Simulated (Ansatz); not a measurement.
# UB2PLYP/6-311G(d,p) run of BH2 (boron dihydride)

What is the electronic atomisation energy of BH2 (boron dihydride) at UB2PLYP/6-311G**? 

Program for the calculation: Ansatz 0.2.0.

58 further runs of the same task are left out: 58 set aside as unsound or not needed.

## Step 1: The structure to begin with

The species is BH2 (3 atoms), meant as a doublet with charge 0. SMILES: `[BH2]`. Geometry: relaxed at GFN2-xTB.

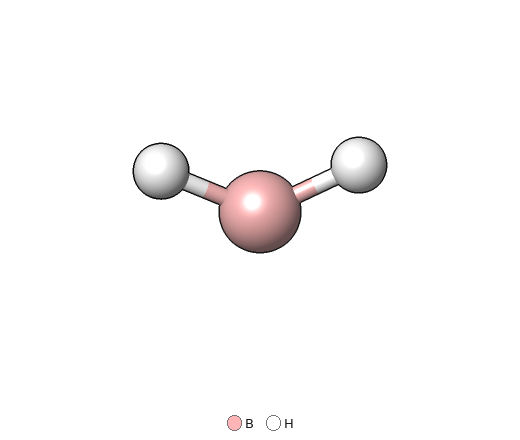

The structure, seen from a chosen angle (boron pink, hydrogen white).

## Step 2: The energy at UB2PLYP/6-311G(d,p)

Input file in.yaml:

```yaml
crystal:
  periodic: [false, false, false]
  atoms:
    - {symbol: B, position_ang: [0.262840, -0.166230, 0.128640]}
    - {symbol: H, position_ang: [0.280020, 0.985320, 0.260980]}
    - {symbol: H, position_ang: [-0.542860, -0.819090, -0.389630]}
basis:
  gaussian:
    orbitals: 6-311G_st__st_.json
magnetization:
  spin_polarized: true
  initial_magnetization: 1
hamiltonian:
  xc: {name: B2PLYP}
correlation:
  frozen_orbitals: {B: 1, H: 0}
accuracy: high
```

The basis set 6-311G** is read from a file made from the Basis Set Exchange's data (not shown).

Launch:

```bash
ansatz run in.yaml --threads 1 --pin off --max-ram 2610MiB --events-out events.jsonl --progress --plain --runs-dir runs
```

The program printed:

```text
Warning: RAYON_NUM_THREADS=1 ignored (pool sized by the plan → 1); use --threads N
Functional definition: B2PLYP
  name "B2PLYP"
  parameter a = 0.53
  parameter c = 0.27
  exchange = (1 - a)*b88_x + a*exact_x
  correlation = (1 - c)*lyp_c + c*(mp2_os + mp2_ss)
533 factors; integrals over basis functions are off by at most 6.2e-9 eV
mean field evaluation 1: about -703.8633 eV, gradient 5.6e0 eV
mean field evaluation 2: about -703.8625 eV, gradient 5.6e0 eV
mean field evaluation 4: about -704.1302 eV, gradient 4.6e-1 eV
mean field evaluation 8: about -704.1331 eV, gradient 7.2e-3 eV
mean field evaluation 16: about -704.1331 eV, gradient 1.4e-7 eV
mean field -704.13308869 eV, -25.8764137307 hartree, gradient 1.9e-8 eV, S^2 0.751635; 2 other end points of the search recorded, 0 dependent functions left out
1 core orbitals not correlated: weight in the atoms' cores, before any rotation towards them, 1.000 or more for the frozen orbitals, at most 0.000 for the correlated occupied ones
reference -704.13310669 eV, -25.8764143922 hartree; 3, 2 occupied and 26, 27 virtual orbitals, 533 factors
second order -2.35198996 eV of doubles, -0.00000000 eV of singles
Total energy: -704.76814398 eV, -25.8997515822 hartree
```

Run time: 1.1 s. Hardware: 1 thread of Arm Neoverse V1, shared host; peak memory 0.095 GiB.

## Step 3: The B atom

Input file molecule.yaml:

```yaml
crystal:
  periodic: [false, false, false]
  atoms:
    - symbol: B
      position_ang: [0.000000, 0.000000, 0.000000]
basis:
  gaussian: {orbitals: 6-311G_st__st_.json}
magnetization: {spin_polarized: true, initial_magnetization: 1}
hamiltonian: {xc: {name: B2PLYP}}
correlation: {frozen_orbitals: {B: 1}}
accuracy: high
```

The basis set 6-311G** is read from a file made from the Basis Set Exchange's data (not shown).

Run the same way, it converges to -24.63197 Eh (log not shown).

## Step 4: The H atom at the same level

Input file molecule.yaml:

```yaml
basis:
  gaussian:
    orbitals: 6-311G_st__st_.json
crystal:
  periodic: [false, false, false]
  atoms:
    - {symbol: H, position_ang: [0.000000, 0.000000, 0.000000]}
magnetization:
  spin_polarized: true
  initial_magnetization: 1
hamiltonian:
  xc: {name: B2PLYP}
correlation:
  frozen_orbitals: {H: 0}
accuracy: high
```

The basis set 6-311G** is read from a file made from the Basis Set Exchange's data (not shown).

Run the same way, it converges to -0.49861 Eh (log not shown).

## Step 5: Summary of results

Level: UB2PLYP/6-311G**, 1 core orbital frozen.

| quantity | value |
| --- | --- |
| molecule: total energy | -25.89975 Eh |
| molecule: ⟨S²⟩ | 0.752 |
| B atom: total energy | -24.63197 Eh |
| B atom: ⟨S²⟩ | 0.754 |
| H atom: total energy | -0.49861 Eh |
| H atom: ⟨S²⟩ | 0.750 |
| electronic atomisation energy | 7.362 eV |

What this shows: Taking the molecule apart into free atoms costs 7.36 eV (170 kcal/mol), before zero-point energy and without spin-orbit coupling.
